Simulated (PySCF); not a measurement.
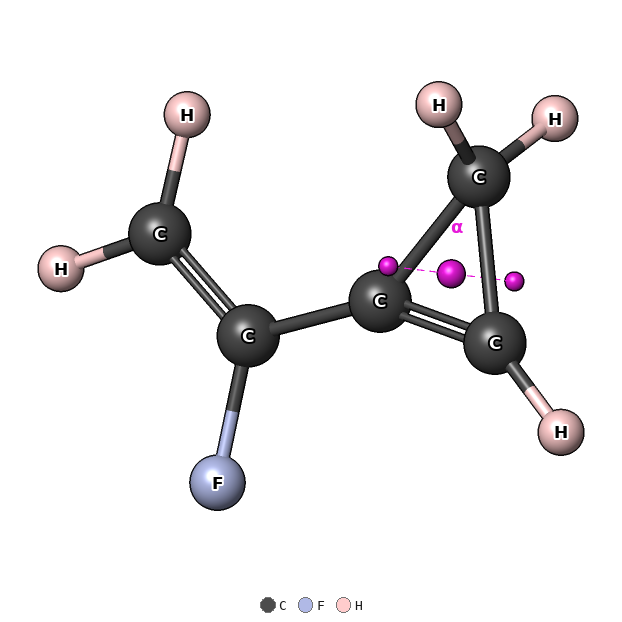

The small points mark where nucleus-independent chemical shifts (NICS) were computed: at the centre of each lettered ring and 1 Å above and below it. The geometry was computed by an optimisation with PBE0-D3(BJ)/def2-SVP. No frequency run is at hand to confirm it as a minimum. Properties computed with GIAO KT2/pcSseg-2 NMR shielding, non-relativistic, gas phase (PySCF 2.14.0).

Give NICS(0), NICS(1) and the out-of-plane component NICS(1)zz for each ring (means of the two sides).

```tsv
ring	members	NICS(0)	NICS(1)	NICS(1)zz
α	C3	−30.0	−6.7	−14.9
```

Values in ppm.
